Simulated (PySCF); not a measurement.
**C3H7BF3−: runs on many settings**

Aim: see how C3H7BF3− (`CC[BH2-]C(F)(F)F`) answers to the choice of functional, basis, grid and SCF options, and what happens with inputs that are wrong on purpose.

Computed with PySCF 2.14.0, with density-fitted response routines of our own, on a single molecule in the gas phase. Atoms are numbered from 0 throughout.

1 further run of the same task is left out (it didn't finish).

## Step 1: The molecule as given

14 atoms, charge -1, multiplicity 1; geometry from: GFN2-xTB.

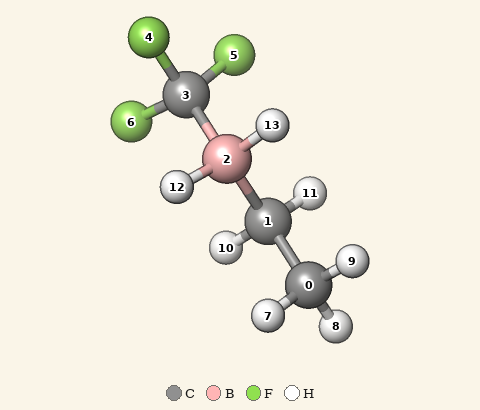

As it starts; carbon grey, boron pink, fluorine green, hydrogen white, atoms numbered; sticks join atoms by distance.

## Step 2: NMR shieldings: B3LYP/pcSseg-1

The job: settings as JSON, then the geometry in Å.

```
{"job": {"kind": "nmr", "xc": "B3LYP", "basis": "pcSseg-1", "pop": true, "scf": {"conv": 0.1, "max_cycle": 54}}, "charge": -1, "multiplicity": 1}
C      2.054093    -0.024440    -0.113653
C      0.614924    -0.532150    -0.107391
B     -0.494696     0.677453    -0.187564
C     -1.978989    -0.020425    -0.172951
F     -3.034318     0.859647    -0.233361
F     -2.242573    -0.884299    -1.207747
F     -2.272288    -0.773010     0.937928
H      2.222002     0.637846     0.734914
H      2.785177    -0.839088    -0.060095
H      2.247187     0.544430    -1.022488
H      0.467794    -1.129058     0.799842
H      0.493076    -1.221237    -0.950767
H     -0.446417     1.404064     0.773419
H     -0.415648     1.299793    -1.217230
```

Method: GIAO B3LYP/pcSseg-1 NMR shielding, non-relativistic, gas phase.

Run with:

```
> OMP_NUM_THREADS=1 python probes_run.py task.json out
```

The driver reads the jobs from task.json and runs them one after another.

Log:

```text
final grid: 117248 points
cycle   1  E = -442.7601601637  dE =  5.467e-01  |g| = 9.919e-01  |ddm| = 3.040e+00
cycle   2  E = -442.5992017681  dE =  1.610e-01  |g| = 1.428e+00  |ddm| = 1.732e+00
cycle   3  E = -442.9539269989  dE = -3.547e-01  |g| = 1.013e-01  |ddm| = 9.119e-01
cycle   4  E = -442.9564319995  dE = -2.505e-03  |g| = 3.754e-02  |ddm| = 1.464e-01
converged SCF energy = -442.9564319995

GIAO shielding tensors (ppm)
atom      isotropic    diamagn.    paramagn.     s11        s22        s33       span
  0 C      161.144     244.160     -83.016    149.505    153.956    179.971     30.466
  1 C      162.723     245.638     -82.915    159.788    160.367    168.013      8.225
  2 B      123.228     182.822     -59.593    113.682    120.133    135.870     22.188
  3 C       21.902     246.066    -224.164      4.035      4.364     57.308     53.273
  4 F      239.797     474.557    -234.760    122.320    245.235    351.836    229.515
  5 F      246.268     476.647    -230.379    129.915    261.270    347.619    217.704
  6 F      246.341     477.168    -230.827    130.101    261.440    347.482    217.380
  7 H       31.105      30.287       0.818     27.539     29.578     36.200      8.661
  8 H       30.675      29.168       1.507     26.040     28.663     37.321     11.281
  9 H       31.061      30.073       0.988     27.444     29.495     36.244      8.800
 10 H       31.562      32.300      -0.738     27.055     32.091     35.539      8.485
 11 H       31.488      32.078      -0.590     26.922     32.033     35.509      8.587
 12 H       30.889      30.243       0.646     28.388     31.853     32.426      4.037
 13 H       30.829      30.160       0.669     28.278     31.816     32.393      4.115
```

Wall time 18 s (1 thread of Intel Xeon Platinum 8488C, shared host); peak memory 0.69 GiB.

A normal end doesn't make this result sound: the SCF threshold of 0.1 Eh is far too loose.

## Step 3: NMR shieldings: PBE0/pcSseg-1

Same as in step 2 but for these lines:

```diff
@@ -1,2 +1,2 @@
-{"job": {"kind": "nmr", "xc": "B3LYP", "basis": "pcSseg-1", "pop": true, "scf": {"conv": 0.1, "max_cycle": 54}}, "charge": -1, "multiplicity": 1}
+{"job": {"kind": "nmr", "xc": "PBE0", "basis": "pcSseg-1", "pop": true, "scf": {"diis": false, "max_cycle": 85}}, "charge": -1, "multiplicity": 1}
 C      2.054093    -0.024440    -0.113653
```

Method: GIAO PBE0/pcSseg-1 NMR shielding, non-relativistic, gas phase.

Log:

```text
final grid: 117248 points
cycle   1  E = -442.3053072404  dE =  5.613e-01  |g| = 9.238e-01  |ddm| = 3.020e+00
cycle   2  E = -442.2113441637  dE =  9.396e-02  |g| = 1.238e+00  |ddm| = 1.508e+00
cycle   3  E = -442.0577718150  dE =  1.536e-01  |g| = 1.572e+00  |ddm| = 1.575e+00
cycle   4  E = -441.6012661560  dE =  4.565e-01  |g| = 2.312e+00  |ddm| = 2.051e+00
cycle   5  E = -441.1194000979  dE =  4.819e-01  |g| = 2.848e+00  |ddm| = 2.643e+00
cycle   6  E = -439.1536088819  dE =  1.966e+00  |g| = 4.510e+00  |ddm| = 3.738e+00
cycle   7  E = -436.0039920237  dE =  3.150e+00  |g| = 5.425e+00  |ddm| = 1.117e+01
cycle   8  E = -410.0236942841  dE =  2.598e+01  |g| = 1.076e+01  |ddm| = 1.521e+01
cycle   9  E = -237.8890785304  dE =  1.721e+02  |g| = 1.884e+01  |ddm| = 4.647e+01
cycle  10  E = -188.3944111488  dE =  4.949e+01  |g| = 2.187e+01  |ddm| = 4.748e+01
[... 65 cycles left out ...]
cycle  76  E = -174.5269272258  dE = -1.439e+02  |g| = 2.235e+01  |ddm| = 2.849e+01
cycle  77  E = -30.5793119413  dE =  1.439e+02  |g| = 2.512e+01  |ddm| = 2.849e+01
cycle  78  E = -174.5269272258  dE = -1.439e+02  |g| = 2.235e+01  |ddm| = 2.849e+01
cycle  79  E = -30.5793119413  dE =  1.439e+02  |g| = 2.512e+01  |ddm| = 2.849e+01
cycle  80  E = -174.5269272258  dE = -1.439e+02  |g| = 2.235e+01  |ddm| = 2.849e+01
cycle  81  E = -30.5793119413  dE =  1.439e+02  |g| = 2.512e+01  |ddm| = 2.849e+01
cycle  82  E = -174.5269272258  dE = -1.439e+02  |g| = 2.235e+01  |ddm| = 2.849e+01
cycle  83  E = -30.5793119413  dE =  1.439e+02  |g| = 2.512e+01  |ddm| = 2.849e+01
cycle  84  E = -174.5269272258  dE = -1.439e+02  |g| = 2.235e+01  |ddm| = 2.849e+01
cycle  85  E = -30.5793119413  dE =  1.439e+02  |g| = 2.512e+01  |ddm| = 2.849e+01
SCF not converged, last energy = -30.5793119413
```

It took 55 s on 1 thread of Intel Xeon Platinum 8488C, shared host; peak memory 0.63 GiB.

Why it failed: The SCF swings between two densities 143.95 Eh apart: plain iteration without DIIS overshoots. Cure: turn DIIS on. Numbers printed on the way are no properties of the molecule.

## Step 4: Nuclear shieldings: KT3/pcSseg-1

Same as in step 3 but for these lines:

```diff
@@ -1,2 +1,2 @@
-{"job": {"kind": "nmr", "xc": "PBE0", "basis": "pcSseg-1", "pop": true, "scf": {"diis": false, "max_cycle": 85}}, "charge": -1, "multiplicity": 1}
+{"job": {"kind": "nmr", "xc": "KT3", "basis": "pcSseg-1", "pop": false, "scf": {"aux": "def2-universal-jkfit", "conv": 1e-11}}, "charge": -1, "multiplicity": 1}
 C      2.054093    -0.024440    -0.113653
```

Level: GIAO KT3/pcSseg-1 NMR shielding, non-relativistic, gas phase.

Log:

```text
final grid: 117248 points
cycle   1  E = -448.5527110693  dE =  5.446e-01  |g| = 1.148e+00  |ddm| = 3.071e+00
cycle   2  E = -448.1491113412  dE =  4.036e-01  |g| = 1.887e+00  |ddm| = 2.619e+00
cycle   3  E = -448.8074316759  dE = -6.583e-01  |g| = 1.579e-01  |ddm| = 1.645e+00
cycle   4  E = -448.8137294862  dE = -6.298e-03  |g| = 5.219e-02  |ddm| = 2.523e-01
cycle   5  E = -448.8143468263  dE = -6.173e-04  |g| = 1.871e-02  |ddm| = 6.829e-02
cycle   6  E = -448.8144259063  dE = -7.908e-05  |g| = 4.853e-03  |ddm| = 2.111e-02
cycle   7  E = -448.8144306073  dE = -4.701e-06  |g| = 8.655e-04  |ddm| = 4.538e-03
cycle   8  E = -448.8144307385  dE = -1.313e-07  |g| = 4.056e-04  |ddm| = 1.072e-03
cycle   9  E = -448.8144307654  dE = -2.687e-08  |g| = 1.406e-04  |ddm| = 3.684e-04
cycle  10  E = -448.8144307688  dE = -3.459e-09  |g| = 3.024e-05  |ddm| = 1.347e-04
cycle  11  E = -448.8144307690  dE = -2.060e-10  |g| = 6.406e-06  |ddm| = 3.613e-05
cycle  12  E = -448.8144307691  dE = -1.000e-11  |g| = 6.800e-07  |ddm| = 7.021e-06
cycle  13  E = -448.8144307691  dE = -5.684e-13  |g| = 6.832e-07  |ddm| = 1.725e-06
converged SCF energy = -448.8144307691

GIAO shielding tensors (ppm)
atom      isotropic    diamagn.    paramagn.     s11        s22        s33       span
  0 C      163.855     244.957     -81.101    151.452    155.872    184.243     32.791
  1 C      166.654     246.012     -79.358    163.186    164.425    172.351      9.166
  2 B      129.277     185.194     -55.918    119.336    126.731    141.763     22.427
  3 C       32.277     247.795    -215.518     16.617     16.688     63.526     46.910
  4 F      234.939     475.406    -240.467    125.651    231.398    347.768    222.117
  5 F      241.629     477.511    -235.883    133.177    247.735    343.974    210.797
  6 F      241.562     478.029    -236.467    133.082    247.712    343.891    210.809
  7 H       30.974      30.492       0.482     27.468     29.442     36.011      8.543
  8 H       30.627      29.230       1.397     25.980     28.461     37.439     11.459
  9 H       30.974      30.255       0.719     27.468     29.444     36.009      8.541
 10 H       31.350      32.458      -1.108     26.791     31.997     35.264      8.473
 11 H       31.352      32.235      -0.883     26.793     31.999     35.264      8.470
 12 H       30.928      30.547       0.381     28.503     31.764     32.516      4.013
 13 H       30.929      30.436       0.494     28.505     31.763     32.520      4.015
```

Run time: 22 s. Hardware: 1 thread of Intel Xeon Platinum 8488C, shared host; peak memory 0.54 GiB.

Shifts follow as δ = σ(reference) − σ, with reference shieldings (ppm) from runs at the same level and on the same kind of geometry: 1H TMS 31.76, 13C TMS 184.7, 19F CFCl3 142.4, 11B BF3·OEt2 100.0. The references are single molecules in the gas phase, so shifts against H2O, NH3, PH3, H3PO4 or CFCl3 are not on the usual liquid scales and can be off by tens of ppm. Atoms listed in one row are averaged.

| atoms | environment | σ (ppm) | δ (ppm) |
| --- | --- | --- | --- |
| C3 | CF3 carbon | 32.3 | 152.4 |
| C0 | methyl carbon | 163.9 | 20.9 |
| C1 | sp3 CH2 bonded to B | 166.7 | 18.1 |
| H7, H8, H9 | hydrogen on a methyl carbon | 30.86 | 0.90 |
| H12, H13 | hydrogen on a boron bonded to 2 C | 30.93 | 0.83 |
| H10, H11 | hydrogen on an sp3 CH2 bonded to B | 31.35 | 0.41 |
| B2 | boron bonded to 2 C, 2 H | 129.3 | -29.3 |
| F4, F5, F6 | fluorine of a CF3 group | 239.4 | -97.0 |

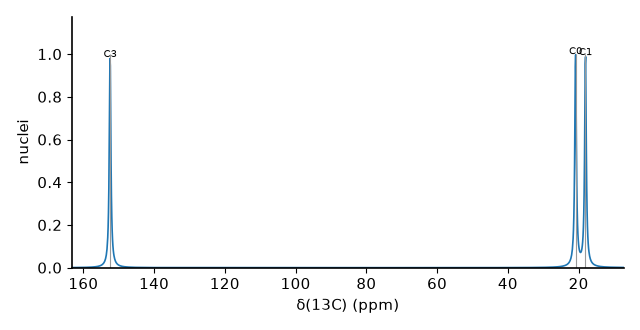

13C lines at the computed shifts, without couplings. Lines are broadened to a width of 0.54 ppm (Lorentzian).

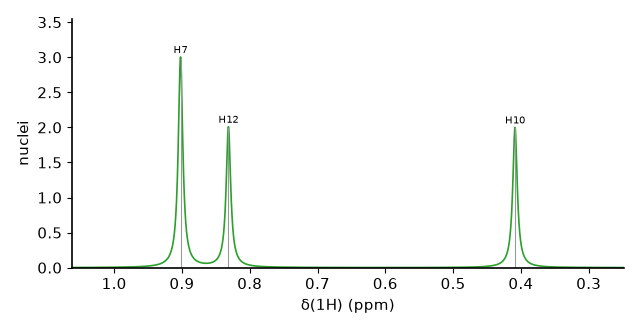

1H lines at the computed shifts, without couplings. Lines are broadened to a width of 0.01 ppm (Lorentzian).

## Step 5: TDDFT and polarisability: PBE00/def2-SVPD

Same as in step 4 but for these lines:

```diff
@@ -1,2 +1,2 @@
-{"job": {"kind": "nmr", "xc": "KT3", "basis": "pcSseg-1", "pop": false, "scf": {"aux": "def2-universal-jkfit", "conv": 1e-11}}, "charge": -1, "multiplicity": 1}
+{"job": {"kind": "uv", "xc": "PBE00", "basis": "def2-SVPD", "nstates": 6, "ntriplets": 5, "tda": true, "scf": {"max_cycle": 88}}, "charge": -1, "multiplicity": 3}
 C      2.054093    -0.024440    -0.113653
```

With the program's defaults for keys left out, this is: PBE00/def2-SVPD.

Log:

```text
KeyError: "LibXCFunctional: name 'PBE00' not found."
```

Run time: 0.28 s. Hardware: 1 thread of Intel Xeon Platinum 8488C, shared host.

**What went wrong.** No functional is called PBE00: the name is misspelt. Besides, the multiplicity was changed in this input. The remedy is to type the name correctly, and undo the other change.

## Step 6: Summary of results

| quantity | value |
| --- | --- |
| 13C shifts against TMS (KT3/pcSseg-1) | 152.4, 20.9, 18.1 ppm |
| 1H shifts against TMS (KT3/pcSseg-1, means over atoms taken as alike) | 0.90, 0.83, 0.41 ppm |
| 11B shifts against BF3·OEt2 (KT3/pcSseg-1) | -29.3 ppm |
| 19F shifts against CFCl3 (KT3/pcSseg-1, means over atoms taken as alike) | -97.0 ppm |
| property runs in this session | 4, of which 2 failed and 1 gave unsound results |

What this shows: Single values in the summary come from the first sound run of each kind (KT3/pcSseg-1), which need not be the best level. At KT3/pcSseg-1: The largest span, 215 ppm, is at F4, F5, F6, where the paramagnetic term is -238 ppm.
